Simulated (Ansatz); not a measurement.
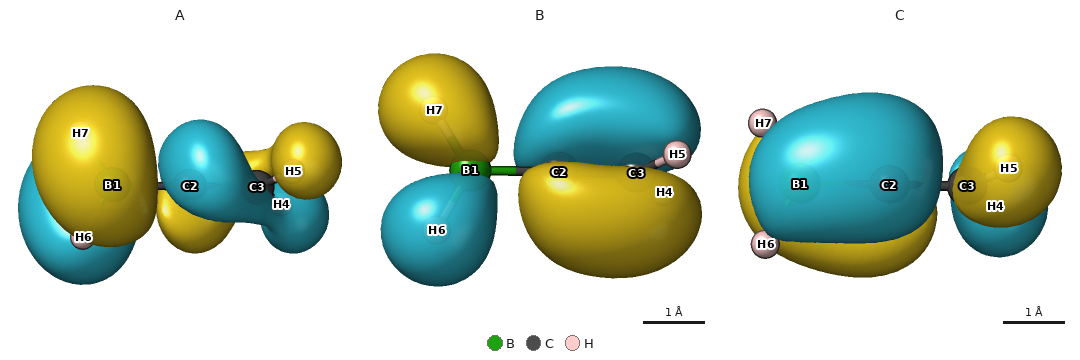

*C2H4B (doublet). Three frontier orbitals at ±0.08 Å⁻³ᐟ² (yellow and cyan are the two phases), in no order.*

Geometry: PBE0-D4/def2-TZVP.

The calculation used Ansatz, UKS PBE0-D4/def2-TZVPP.

Input file:

```
crystal:
  periodic: [false, false, false]
  atoms:
    - {symbol: B, position_ang: [1.102415, -0.434825, 0.793059]}
    - {symbol: C, position_ang: [-0.045939, 0.018105, -0.033079]}
    - {symbol: C, position_ang: [-1.045398, 0.412433, -0.752149]}
    - {symbol: H, position_ang: [-2.014234, -0.083167, -0.705447]}
    - {symbol: H, position_ang: [-0.961312, 1.256639, -1.435129]}
    - {symbol: H, position_ang: [1.821473, -1.296378, 0.381893]}
    - {symbol: H, position_ang: [1.295513, 0.066941, 1.860454]}
basis:
  gaussian: {orbitals: def2-TZVPP}
magnetization: {spin_polarized: true, initial_magnetization: 1}
hamiltonian: {xc: pbe0, dispersion: d4}
output: {orbitals: {seedname: orbitals}}
```

Launched as:

```sh
ansatz run in.yaml --threads 2 --pin off --events-out ev --progress --plain --max-ram 4352MiB
```

Question: Order the three orbitals by energy and name them. All are α orbitals.

Answer: B is the HOMO−1 (α) (−8.00 eV). It lies mainly on C3 (about 35 %), C2 (about 30 %), B1 (about 10 %), H6 (about 10 %) and H7 (about 10 %); π-bonding across C3–C2. C is the HOMO (α) (−7.37 eV). By Hirshfeld shares it lies mainly on C2 (about 45 %), B1 (about 30 %) and C3 (about 10 %); π-bonding across C2–B1. A is the LUMO (α) (−0.46 eV). Its weight (Hirshfeld) is mainly on B1 (about 50 %), C2 (about 20 %), C3 (about 10 %), H6 (about 5 %) and H7 (about 5 %).

Question: What is the gap between the highest occupied and lowest empty α orbitals?

Answer: 6.91 eV between the orbital energies.
